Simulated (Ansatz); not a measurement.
# CH5GeO (charge +1): rotation by 120° about the O2–Ge3 bond, part 2 of 2

Wanted: the energy profile along the rotation by 120° about the O2–Ge3 bond, from relaxed end points and a band of images. SMILES of the start: [CH2+][O][GeH3].

Ansatz 0.2.0; RKS B3LYP/def2-SVP. Earlier steps stand in the parts before.

## (6) Vibrations at the top

The geometry is the highest inner image of the first converged band.

input.yaml

```yaml
crystal:
  periodic: [false, false, false]
  atoms:
    - { symbol: C, position_ang: [-0.610818, 1.20571, -0.825641] }
    - { symbol: O, position_ang: [-0.759312, 0.139615, -0.233621] }
    - { symbol: Ge, position_ang: [0.508159, -1.074394, 0.728855] }
    - { symbol: H, position_ang: [-1.498949, 1.6815, -1.280528] }
    - { symbol: H, position_ang: [0.376895, 1.698918, -0.916823] }
    - { symbol: H, position_ang: [1.045876, -0.104468, 1.779961] }
    - { symbol: H, position_ang: [1.446552, -1.429845, -0.423233] }
    - { symbol: H, position_ang: [-0.508401, -2.117037, 1.17103] }
total_charge: 1
basis:
  gaussian: { orbitals: def2-SVP }
hamiltonian:
  xc: b3lyp
phonons: {}
```

Command:

```bash
$ ansatz run input.yaml --threads 1 --pin off --max-ram 2048MiB --backend cpu --events-out ev --progress --plain --runs-dir out
```

Log, cut to the lines that bear on the results:

```text
Warning: RAYON_NUM_THREADS=1 ignored (pool sized by the plan → 1); use --threads N
[...]
Functional definition: B3LYP
[...]
921 factors; integrals over basis functions are off by at most 2.8e-4 eV
[...]
mean field -59667.34082997 eV, -2192.7343315250 hartree, gradient 9.5e-6 eV, S^2 0.000000; 0 other end points of the search recorded, 0 dependent functions left out
[...]
reference -59667.34106309 eV, -2192.7343400920 hartree; 25, 25 occupied and 60, 60 virtual orbitals, 921 factors
[...]
WARN: phonons: modes at or below zero, which the zero-point energy, F, S and C_V leave out: 1, the lowest at -109.87 cm⁻¹. A minimum has none, and a first-order saddle one
[...]
Atom 4 at     0.376895     1.698918    -0.916823 Å, force     0.003372     0.005046     0.001589 eV/Å
Atom 5 at     1.045876    -0.104468     1.779961 Å, force    -0.000029     0.000331    -0.001261 eV/Å
Atom 6 at     1.446552    -1.429845    -0.423233 Å, force    -0.000421     0.000218    -0.000488 eV/Å
Atom 7 at    -0.508401    -2.117037     1.171030 Å, force     0.000928    -0.000209     0.001268 eV/Å
Dipole moment:    -0.038032     0.637168    -0.379497 e Å
Vibrations: -109.87 199.01 359.86 385.59 589.63 600.15 828.87 848.90 849.59 1221.75 1247.49 1499.60 1749.02 2194.20 2229.51 2253.92 3028.14 3164.74 cm⁻¹, zero-point energy 1.441314 eV
```

Wall time 61 s (1 thread of AMD EPYC 9R14 (Zen 4), shared host); peak memory 0.26 GiB.

Of 18 modes, 1 is imaginary by more than 30 cm⁻¹ (110i cm⁻¹).

## (7) The band again, with other settings

crystal.atoms is end A as relaxed above, and neb.final_atoms is end B, turned to lie on A. With 7 inner images the band has 9 in all. The start path is listed, through a guess of the saddle.

input.yaml

```yaml
crystal:
  periodic: [false, false, false]
  atoms:
    - { symbol: C, position_ang: [-0.639966, 1.217237, -0.767879] }
    - { symbol: O, position_ang: [-0.528487, 0.002912, -0.616967] }
    - { symbol: Ge, position_ang: [0.547778, -1.090834, 0.658127] }
    - { symbol: H, position_ang: [-1.313961, 1.58868, -1.561364] }
    - { symbol: H, position_ang: [-0.088251, 1.940972, -0.13591] }
    - { symbol: H, position_ang: [1.239773, 0.021357, 1.449518] }
    - { symbol: H, position_ang: [1.384711, -1.853436, -0.362484] }
    - { symbol: H, position_ang: [-0.601597, -1.826889, 1.33696] }
total_charge: 1
basis:
  gaussian: { orbitals: def2-SVP }
hamiltonian:
  xc: b3lyp
neb:
  order_check: false
  images: 7
  f_tol: 0.05
  max_iterations: 10
  final_atoms:
    - { symbol: C, position_ang: [-0.62851657, 1.146932, -0.878167] }
    - { symbol: O, position_ang: [-0.61041649, 0.50731306, 0.17076497] }
    - { symbol: Ge, position_ang: [0.5337141, -1.00325784, 0.79544904] }
    - { symbol: H, position_ang: [-1.37444217, 1.95522841, -0.98813529] }
    - { symbol: H, position_ang: [0.07560191, 0.93673166, -1.7073575] }
    - { symbol: H, position_ang: [1.12272998, -0.33260227, 2.0310831] }
    - { symbol: H, position_ang: [1.44740565, -1.17097775, -0.42074189] }
    - { symbol: H, position_ang: [-0.56607641, -2.03936828, 0.99710557] }
  initial_path:
    images:
      - { positions_ang: [[-0.639966, 1.217237, -0.767879], [-0.528487, 0.002912, -0.616967], [0.547778, -1.090834, 0.658127], [-1.313961, 1.58868, -1.561364], [-0.088251, 1.940972, -0.13591], [1.239773, 0.021357, 1.449518], [1.384711, -1.853436, -0.362484], [-0.601597, -1.826889, 1.33696]] }
      - { positions_ang: [[-0.63180381, 1.21239821, -0.78634839], [-0.5670923, 0.04088167, -0.51865466], [0.54655858, -1.09131915, 0.68787536], [-1.36475497, 1.59814296, -1.49222625], [0.01652956, 1.89256921, -0.3482517], [1.20218525, -0.03431433, 1.55194969], [1.38720041, -1.73423198, -0.37705347], [-0.58882271, -1.88412758, 1.28271044]] }
      - { positions_ang: [[-0.62364162, 1.20755942, -0.80481779], [-0.60569759, 0.07885134, -0.42034233], [0.54533915, -1.0918043, 0.71762372], [-1.41554894, 1.60760592, -1.42308851], [0.12131012, 1.84416641, -0.5605934], [1.1645975, -0.08998566, 1.65438137], [1.38968981, -1.61502796, -0.39162294], [-0.57604842, -1.94136617, 1.22846087]] }
      - { positions_ang: [[-0.61547943, 1.20272063, -0.82328718], [-0.64430289, 0.116821, -0.32202999], [0.54411973, -1.09228944, 0.74737208], [-1.46634291, 1.61706888, -1.35395076], [0.22609068, 1.79576362, -0.7729351], [1.12700975, -0.14565699, 1.75681306], [1.39217922, -1.49582394, -0.40619241], [-0.56327414, -1.99860475, 1.17421131]] }
      - { positions_ang: [[-0.60731724, 1.19788184, -0.84175657], [-0.68290819, 0.15479067, -0.22371765], [0.54290031, -1.09277459, 0.77712043], [-1.51713688, 1.62653184, -1.28481301], [0.33087123, 1.74736083, -0.9852768], [1.089422, -0.20132832, 1.85924474], [1.39466862, -1.37661992, -0.42076188], [-0.55049985, -2.05584334, 1.11996174]] }
      - { positions_ang: [[-0.61261707, 1.18514438, -0.85085918], [-0.66478526, 0.24292127, -0.125097], [0.54060375, -1.0703954, 0.78170259], [-1.4814632, 1.70870598, -1.21064358], [0.2670539, 1.54470354, -1.16579698], [1.097749, -0.23414681, 1.90220433], [1.40785288, -1.32520938, -0.42075688], [-0.55439399, -2.05172457, 1.0892477]] }
      - { positions_ang: [[-0.61791691, 1.17240692, -0.85996179], [-0.64666234, 0.33105187, -0.02647634], [0.5383072, -1.04801622, 0.78628474], [-1.44578952, 1.79088012, -1.13647415], [0.20323657, 1.34204624, -1.34631715], [1.10607599, -0.2669653, 1.94516392], [1.42103713, -1.27379883, -0.42075188], [-0.55828813, -2.04760581, 1.05853366]] }
      - { positions_ang: [[-0.62321674, 1.15966946, -0.86906439], [-0.62853941, 0.41918246, 0.07214432], [0.53601065, -1.02563703, 0.79086689], [-1.41011585, 1.87305427, -1.06230472], [0.13941924, 1.13938895, -1.52683733], [1.11440299, -0.29978378, 1.98812351], [1.43422139, -1.22238829, -0.42074689], [-0.56218227, -2.04348704, 1.02781961]] }
      - { positions_ang: [[-0.62851657, 1.146932, -0.878167], [-0.61041649, 0.50731306, 0.17076497], [0.5337141, -1.00325784, 0.79544904], [-1.37444217, 1.95522841, -0.98813529], [0.07560191, 0.93673166, -1.7073575], [1.12272998, -0.33260227, 2.0310831], [1.44740565, -1.17097775, -0.42074189], [-0.56607641, -2.03936828, 0.99710557]] }
```

Command:

```bash
$ ansatz run input.yaml --threads 1 --pin off --max-ram 2048MiB --backend cpu --events-out ev --progress --plain --runs-dir out
```

Log:

```text
Warning: RAYON_NUM_THREADS=1 ignored (pool sized by the plan → 1); use --threads N
Engine: ansatz 0.2.0, x86_64-unknown-linux-gnu
[... 1 set-up line as earlier in the session ...]
  parameter a0 = 0.2
  parameter ax = 0.72
  parameter ac = 0.81
  exchange = (1 - a0 - ax)*slater_x + ax*b88_x + a0*exact_x
  correlation = (1 - ac)*vwn_rpa_c + ac*lyp_c
923 factors; integrals over basis functions are off by at most 2.8e-4 eV
mean field evaluation 1: about -59659.1139 eV, gradient 6.7e1 eV
mean field evaluation 2: about -59631.7800 eV, gradient 1.3e2 eV
mean field evaluation 4: about -59667.2320 eV, gradient 7.7e0 eV
mean field evaluation 8: about -59667.3716 eV, gradient 4.4e-2 eV
mean field -59667.37158979 eV, -2192.7354619277 hartree, gradient 9.5e-6 eV, S^2 0.000000; 0 other end points of the search recorded, 0 dependent functions left out
[... 4 lines left out ...]
mean field -59667.37159089 eV, -2192.7354619681 hartree, gradient 9.4e-6 eV, S^2 0.000000; 0 other end points of the search recorded, 0 dependent functions left out
[... 2 lines left out ...]
NEB end point (image 0): max|allowed force component| = 4.016e-3 eV/Å (the criterion of neb.relax_end_points is 1.000e-2)
NEB end point (image 8): max|allowed force component| = 2.265e-3 eV/Å (the criterion of neb.relax_end_points is 1.000e-2)
[... 2 lines left out ...]
mean field -59667.21418704 eV, -2192.7296774832 hartree, gradient 4.3e-5 eV, S^2 0.000000; 0 other end points of the search recorded, 0 dependent functions left out
[... 3 lines left out ...]
mean field -59667.03830497 eV, -2192.7232139364 hartree, gradient 3.5e-5 eV, S^2 0.000000; 0 other end points of the search recorded, 0 dependent functions left out
[... 4 lines left out ...]
mean field -59667.11372830 eV, -2192.7259856928 hartree, gradient 3.4e-5 eV, S^2 0.000000; 0 other end points of the search recorded, 0 dependent functions left out
[... 3 lines left out ...]
mean field -59667.27425650 eV, -2192.7318849954 hartree, gradient 4.1e-5 eV, S^2 0.000000; 0 other end points of the search recorded, 0 dependent functions left out
[... 4 lines left out ...]
mean field -59666.96428147 eV, -2192.7204936229 hartree, gradient 2.9e-5 eV, S^2 0.000000; 0 other end points of the search recorded, 0 dependent functions left out
[... 3 lines left out ...]
mean field -59666.75648744 eV, -2192.7128573333 hartree, gradient 3.0e-5 eV, S^2 0.000000; 0 other end points of the search recorded, 0 dependent functions left out
[... 4 lines left out ...]
mean field -59667.07765154 eV, -2192.7246598961 hartree, gradient 3.8e-5 eV, S^2 0.000000; 0 other end points of the search recorded, 0 dependent functions left out
[... from here on, the SCF cycles and remarks between the steps are left out, and one step in 2 is shown ...]
NEB iter   1: max|band force component| = 5.865e0 eV/Å  barrier→ = 0.6151 eV  barrier← = 0.6151 eV  Δτ_max = 0.1133 Å  (216 SCF iters)
NEB iter   2: max|band force component| = 1.200e0 eV/Å  barrier→ = 0.0744 eV  barrier← = 0.0744 eV  Δτ_max = 0.1881 Å  (180 SCF iters)
NEB iter   4: max|band force component| = 1.526e0 eV/Å  barrier→ = 0.1358 eV  barrier← = 0.1358 eV  Δτ_max = 0.0902 Å  (199 SCF iters)
NEB iter   6: max|band force component| = 2.139e-1 eV/Å  barrier→ = 0.0356 eV  barrier← = 0.0356 eV  CI = image 4  Δτ_max = 0.0390 Å  (182 SCF iters)
NEB iter   8: max|band force component| = 8.473e-2 eV/Å  barrier→ = 0.0327 eV  barrier← = 0.0327 eV  CI = image 4  Δτ_max = 0.0507 Å  (181 SCF iters)
NEB iter  10: max|band force component| = 1.032e-1 eV/Å  barrier→ = 0.0309 eV  barrier← = 0.0309 eV  CI = image 4  Δτ_max = 0.0168 Å  (183 SCF iters)
[...]
this run last wrote the band of iteration 10 to <dir>
Error: NEB band did not converge after 10 iterations: max|band force component| = 1.03e-1 eV/Å (threshold 5.0e-2); raise `neb.max_iterations` in a new run, which can start from the last band evaluated (`neb.initial_path`, with `crystal.atoms` and `neb.final_atoms` set to its first and last images), add images, or start from endpoints closer to local minima. Where this run's directory can be resumed (`checkpoint.write`), a resume goes on for up to `neb.max_iterations` more; to start a new run from the last band, take its images' positions from the `neb_iteration` event of iteration 10 (`data.images[].positions_ang`), in the event stream of the run that computed that iteration (not this run's, if it was resumed behind it). With `checkpoint.write`, `steps/00-neb/state/checkpoint.json` in the run directory holds the last saved band, under `neb.evaluated.images[].positions_ang` (a band under a hybrid functional on support functions is neither saved nor resumed: `neb.initial_path` says where its path is): check the last entry of `neb.iterations` there, which is earlier than 10 if that iteration was not saved or its write failed. If the band's step has no `state` directory and holds `state.next`, a write was cut short, and the file is under `state.next` instead (behind a loss of power it can be under `state.prev`)
this run wrote the band of iteration 10 to <dir> as well, whether or not its events were kept: a new run's `neb.initial_path` can list its `images[].positions_ang`
a run's events are kept only if it was started with --events-out <file>, and are in that file
```

It took 2.1 min on 1 thread of AMD EPYC 9R14 (Zen 4), shared host; peak memory 0.26 GiB.

## (8) What the band shows

The run ended unconverged after 10 band iterations. The table shows its last band, which is no minimum-energy path. The 7 inner images lie between the fixed ends 0 and 8. Energy is taken from image 0, and the path length is the program's own coordinate along the band.

```tsv
image	path (Å)	energy (eV)	dihedral C1–O2–Ge3–H8 (°)	band force (eV/Å)
0	0.000	0.0000	120	-
1	0.341	0.0047	135	0.025
2	0.683	0.0159	150	0.034
3	1.024	0.0281	167	0.099
4*	1.365	0.0309	180	0.037
5	1.712	0.0273	-165	0.095
6	2.059	0.0163	-150	0.103
7	2.406	0.0049	-135	0.065
8	2.753	0.0000	-119	-
```

The star marks the climbing image.

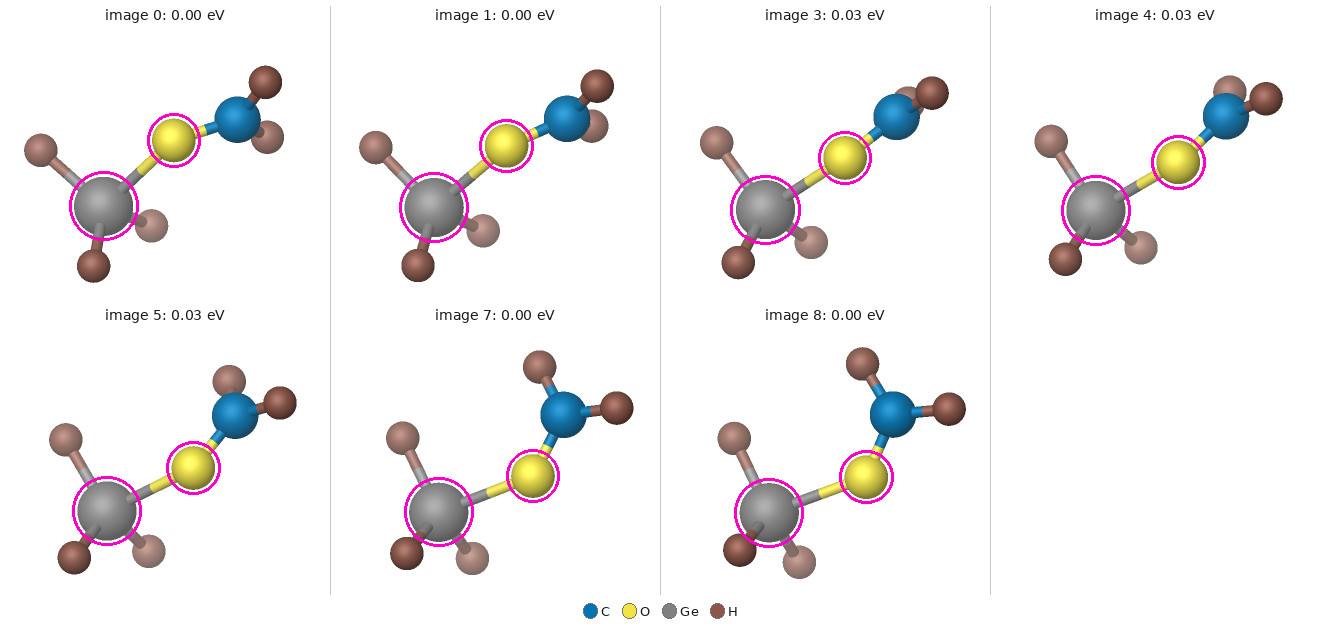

Snapshots along the band, viewed from a free direction. Ringed: O2, Ge3. Sticks join atoms closer than a bonding distance in each image.

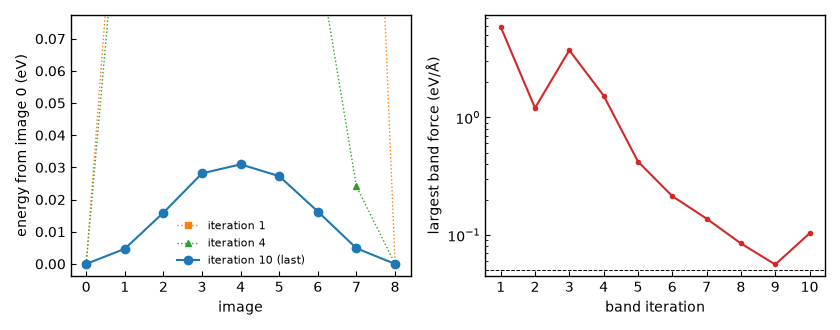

Left: energy of each image for early iterations and the last one (lines only join the points; early values far above the last band run off the scale). Right: the largest band force by iteration, with the threshold dashed.

## (9) The band again, with other settings

crystal.atoms is end A as relaxed above, and neb.final_atoms is end B, turned to lie on A. With 7 inner images the band has 9 in all.

input.yaml

```yaml
crystal:
  periodic: [false, false, false]
  atoms:
    - { symbol: C, position_ang: [-0.639966, 1.217237, -0.767879] }
    - { symbol: O, position_ang: [-0.528487, 0.002912, -0.616967] }
    - { symbol: Ge, position_ang: [0.547778, -1.090834, 0.658127] }
    - { symbol: H, position_ang: [-1.313961, 1.58868, -1.561364] }
    - { symbol: H, position_ang: [-0.088251, 1.940972, -0.13591] }
    - { symbol: H, position_ang: [1.239773, 0.021357, 1.449518] }
    - { symbol: H, position_ang: [1.384711, -1.853436, -0.362484] }
    - { symbol: H, position_ang: [-0.601597, -1.826889, 1.33696] }
total_charge: 1
basis:
  gaussian: { orbitals: def2-SVP }
hamiltonian:
  xc: b3lyp
neb:
  order_check: false
  images: 7
  f_tol: 0.05
  max_iterations: 60
  initial_path: linear
  final_atoms:
    - { symbol: C, position_ang: [-0.62851657, 1.146932, -0.878167] }
    - { symbol: O, position_ang: [-0.61041649, 0.50731306, 0.17076497] }
    - { symbol: Ge, position_ang: [0.5337141, -1.00325784, 0.79544904] }
    - { symbol: H, position_ang: [-1.37444217, 1.95522841, -0.98813529] }
    - { symbol: H, position_ang: [0.07560191, 0.93673166, -1.7073575] }
    - { symbol: H, position_ang: [1.12272998, -0.33260227, 2.0310831] }
    - { symbol: H, position_ang: [1.44740565, -1.17097775, -0.42074189] }
    - { symbol: H, position_ang: [-0.56607641, -2.03936828, 0.99710557] }
```

Command:

```bash
$ ansatz run input.yaml --threads 1 --pin off --max-ram 2048MiB --backend cpu --events-out ev --progress --plain --runs-dir out
```

Log, cut to the lines that bear on the results:

```text
Warning: RAYON_NUM_THREADS=1 ignored (pool sized by the plan → 1); use --threads N
[...]
[... 1 set-up line as earlier in the session ...]
[...]
923 factors; integrals over basis functions are off by at most 2.8e-4 eV
[...]
mean field -59667.37158979 eV, -2192.7354619277 hartree, gradient 9.5e-6 eV, S^2 0.000000; 0 other end points of the search recorded, 0 dependent functions left out
[...]
Atom 4 at     0.420116     1.557906    -1.119010 Å, force     0.000010    -0.001128     0.000655 eV/Å
Atom 5 at     1.020478     0.096293     1.797308 Å, force    -0.000016     0.000303    -0.000240 eV/Å
Atom 6 at     1.426241    -1.484904    -0.228999 Å, force    -0.000250    -0.000042    -0.000200 eV/Å
Atom 7 at    -0.554934    -1.954635     1.411479 Å, force    -0.000312     0.000272    -0.000017 eV/Å
Dipole moment:    -0.020312     0.583493    -0.456330 e Å
this run last wrote the band of iteration 30 to <dir>
```

It took 6.6 min on 1 thread of AMD EPYC 9R14 (Zen 4), shared host; peak memory 0.26 GiB.

## (10) Images and barrier

Images 0 and 8 are the ends. Energies count from image 0; the path length is the program's own measure over all atoms.

```tsv
image	path (Å)	energy (eV)	dihedral C1–O2–Ge3–H8 (°)	band force (eV/Å)
0	0.000	0.0000	120	-
1	0.450	0.0078	140	0.001
2	0.901	0.0230	160	0.001
3*	1.351	0.0308	180	0.004
4	1.629	0.0280	-168	0.005
5	1.906	0.0203	-156	0.002
6	2.183	0.0106	-144	0.001
7	2.460	0.0029	-132	0.034
8	2.737	0.0000	-119	-
```

The star marks the climbing image.

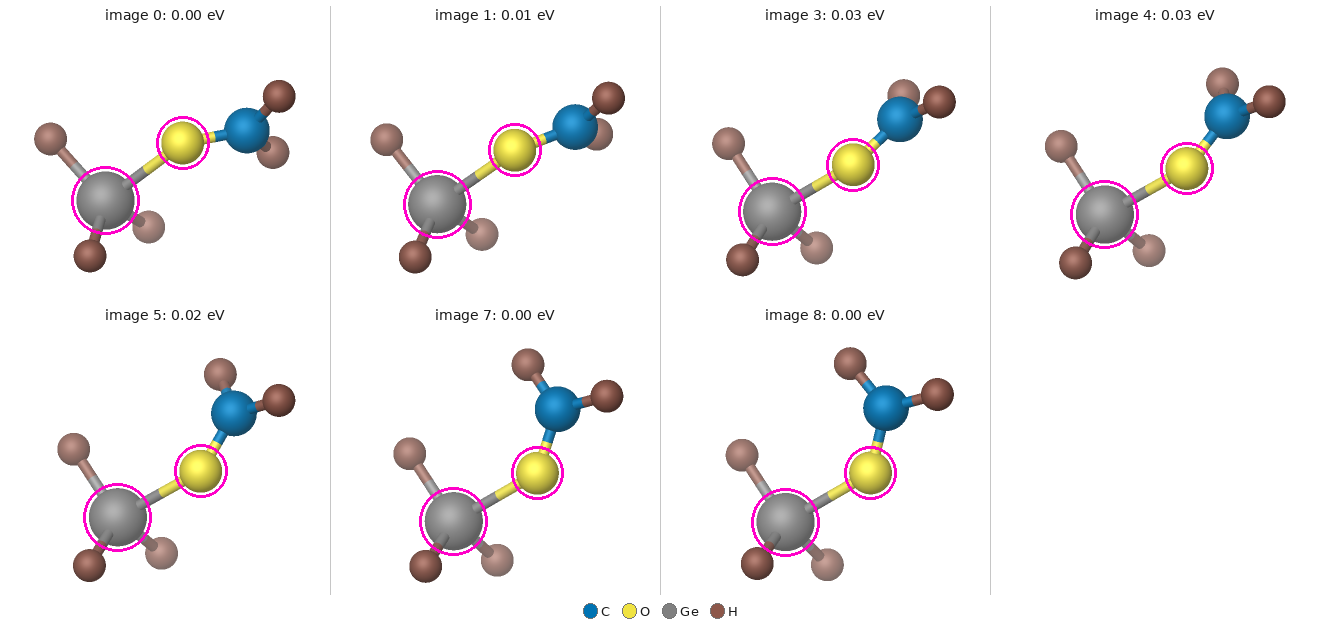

Snapshots along the band, viewed from a free direction. Ringed: O2, Ge3. Sticks join atoms closer than a bonding distance in each image.

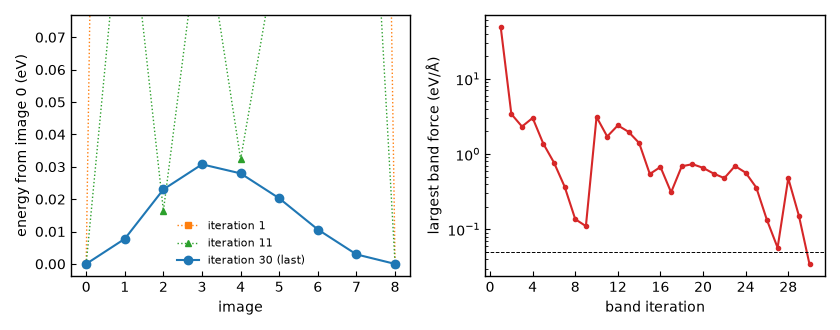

Left: energy of each image for early iterations and the last one (lines only join the points; early values far above the last band run off the scale). Right: the largest band force by iteration, with the threshold dashed.

## (11) Summary of results

What follows sums up all 2 parts.

| quantity | value |
| --- | --- |
| end A | 5 moves, 0.059 eV lower |
| end B | 5 moves, 0.086 eV lower |
| first band: barrier forwards | 0.031 eV |
| first band: barrier backwards | 0.031 eV |
| first band: second end relative to first | 0.000 eV |
| first band: highest image | 4 of 0 to 8, climbing |
| first band: band iterations | 14 |
| imaginary modes at the top | 110i cm⁻¹ |
| second band | not converged, 10 iterations, 7 inner images |
| time, first and second band | 3.1 min and 2.1 min |
| third band | top 0.031 eV above image 0, 30 iterations, 7 inner images |
| time, first and third band | 3.1 min and 6.6 min |

In the first band: the barrier from the first end is 0.031 eV, 1.2 times kT at 300 K. The two ends lie within 1 meV of each other. The listed dihedral goes from 120° at end A through 179° at the highest image to -119° at end B. One imaginary mode, as a first-order saddle point has. As for the second band: the cap on iterations is too low for the band to settle. The third band's top agrees with the first's to 1 meV, so the changed settings hardly move the height. These are electronic energies, with no zero-point or thermal terms.
